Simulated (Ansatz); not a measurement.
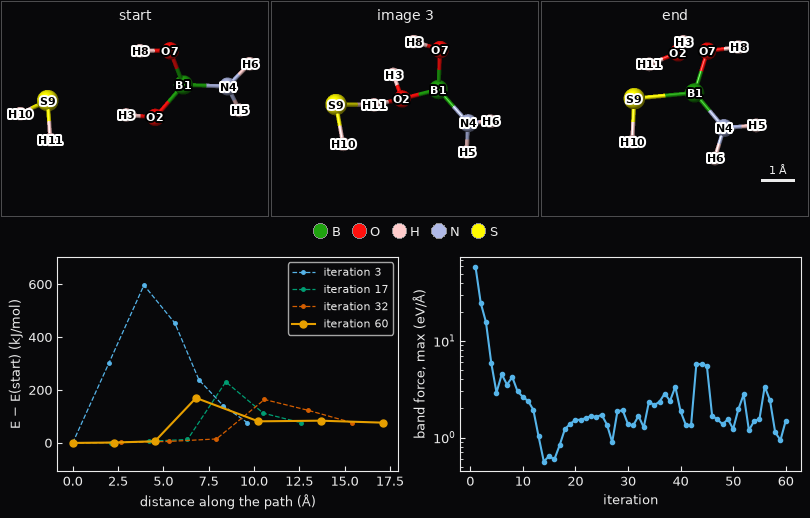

NEB run on BNH$_{6}$SO$_{2}$, made up at the start of BNH$_{4}$O$_{2}$ and H₂S. Images are numbered from 0 (start) to 6 (end). The plot follows the band through its iterations. Style: ball-and-stick. Shown at a tilt.

These are results of RHF/6-31G* (Ansatz), not measurements. Settings: 5 movable images; climbing image; force threshold 0.05 eV/Å; iteration limit 60; starting path through a guess of the saddle point.

How did the profile develop, and is the result final?

The result isn't final. The band hadn't converged when the run stopped after 60 iterations. The largest component of the band force went from 59 to 1.5 eV/Å. The barrier read from it is provisional: over the last two iterations the highest image moved from 214.3 kJ/mol to 170.2 kJ/mol. The first iteration put the highest image at 2250.6 kJ/mol. The energy climbs by 170.2 kJ/mol to image 3 and then falls by 93.5 kJ/mol, so the end point sits at +76.6 kJ/mol.

Limits of the set-up: the start holds two separate molecules, 2.9 Å apart at their closest, whose relative position is a soft coordinate and is computed without a dispersion correction; Hartree-Fock leaves out electron correlation.
